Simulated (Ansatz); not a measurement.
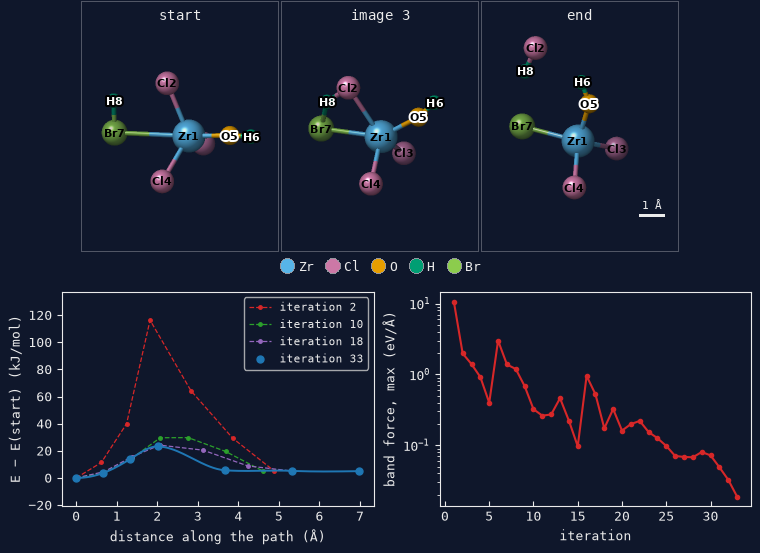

A search for the minimum-energy path of ZrH$_{2}$OBrCl$_{3}$ by the nudged elastic band. Images are numbered from 0 (start) to 6 (end). The plot follows the band through its iterations. A ball-and-stick model, seen at a tilt.

Method: RKS revPBE-D4/def2-SVP in Ansatz. Run with 5 movable images; climbing image; force threshold 0.03 eV/Å; iteration limit 60; starting path through a guess of the saddle point.

How did the profile develop, and is the result final?

The result is final at these settings. The band converged in 33 iterations. The largest component of the band force went from 11 to 0.019 eV/Å. The climbing image converged on the top of the path. Its vibrational analysis gives one imaginary mode (89i cm⁻¹), as a transition state must have. The first iteration put the highest image at 228.6 kJ/mol. Forward barrier 23.2 kJ/mol, backward barrier 18.2 kJ/mol, with image 3 at the top; the reaction energy is +5.0 kJ/mol.

The run took 5.3 min on 4 threads of Arm Neoverse V2 (shared host), peak memory 0.24 GiB.
